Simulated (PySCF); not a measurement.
**IrSF₂: relaxation and vibrations of the quartet**

Aim: relax IrSF₂ as a quartet from a PBE0 minimum start, check by its vibrations whether the end is a minimum, and collect its spectrum and constants.

Program: PySCF 2.14.0. Level of theory: PBE0, basis Ir def2-SVP with ECP60, S def2-SVP, F def2-SVP, scalar-relativistic core potentials, no spin–orbit coupling, density fitting. These are calculated values, not measurements.

## Step 1: Starting geometry

4 atoms, charge 0, spin multiplicity 4.

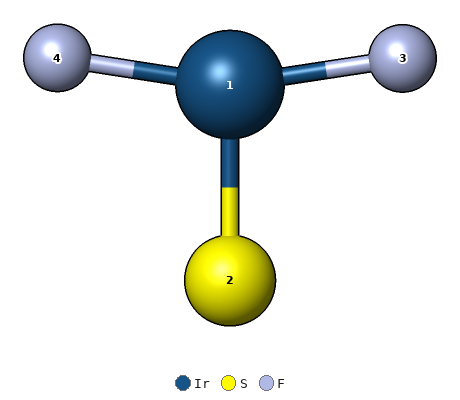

The starting geometry (iridium blue, sulfur yellow, fluorine light blue); atoms are numbered from 1 in the order of the file.

```xyz
4
charge 0 multiplicity 4
Ir    0.1065    0.1844   -0.0216
S    -0.9369   -1.6228    0.1902
F     1.8430   -0.4921   -0.0503
F    -1.3476    1.3501   -0.0503
```

## Step 2: Finding the electronic state

The steps below are one call of a driver around PySCF. For each, scf.py gives the equivalent set-up of the SCF; relaxations use the driver's own optimiser. After this first run the driver tries any further starts and a stability analysis.

Contents of scf.py:

```python
from pyscf import gto, scf, dft
mol = gto.M(atom='''
Ir     0.106466     0.184397    -0.021612
S     -0.936930    -1.622752     0.190196
F      1.843041    -0.492099    -0.050282
F     -1.347648     1.350113    -0.050282''',
    basis={'Ir': 'def2-SVP', 'S': 'def2-SVP', 'F': 'def2-SVP'},
    ecp={'Ir': 'def2-SVP'},
    charge=0, spin=3)
mf = dft.UKS(mol, xc='PBE0')
mf.grids.atom_grid = (50, 194)
aux = {'Ir': 'def2-universal-JKFIT', 'S': 'def2-universal-JKFIT', 'F': 'def2-universal-JKFIT'}
mf = mf.density_fit(auxbasis=aux)
mf.conv_tol = 1e-08
mf.diis_space = 10
mf.max_cycle = 60
mf.init_guess = 'minao'
mf.verbose = 4
mf.kernel()
```

Launch:

```bash
> OMP_NUM_THREADS=2 python axn.py task.json out
```

Further steps of the session: PBE0 minimum start, quartet: relaxation; Hessian and properties.

Before running it: what results should come out? Wanted: minimum; geometry; wavenumbers; dipole moment; highest occupied, lowest empty level; polar-tensor charge of Ir1; zero-point energy; atomisation energy; ⟨S²⟩.

As calculated:

| quantity | value |
| --- | --- |
| minimum | quartet, C2v |
| geometry | Ir–F 1.864 Å (×2), Ir–S 2.097 Å; F–Ir–F 162.5°, F–Ir–S 98.8° (×2) |
| wavenumbers (cm⁻¹) | 176 (b1), 177 (b2), 222 (a1), 519 (a1), 673 (a1), 697 (b2) |
| dipole moment | 0.19 D |
| highest occupied, lowest empty level (either spin) | -7.75, -4.48 eV |
| polar-tensor charge of Ir1 | +1.06 e |
| zero-point energy | 14.7 kJ/mol |
| entropy at 298.15 K | 329.4 J/(mol K) |
| atomisation energy (no zero-point energy) | 1161 kJ/mol |
| ⟨S²⟩ | 3.762 |

In words: The PBE0 minimum start keeps its C2v symmetry and ends in a minimum. The strongest infrared band lies at 697 cm⁻¹ (b2, stretch). Most of the spin sits on Ir1 (Mulliken spin 1.61, against 3 for the whole molecule). Only this shape and spin were tried, so other structures or states may lie lower. One determinant may miss the lowest occupation of an open d or f shell. Spin–orbit coupling, left out here, can matter for elements this heavy.
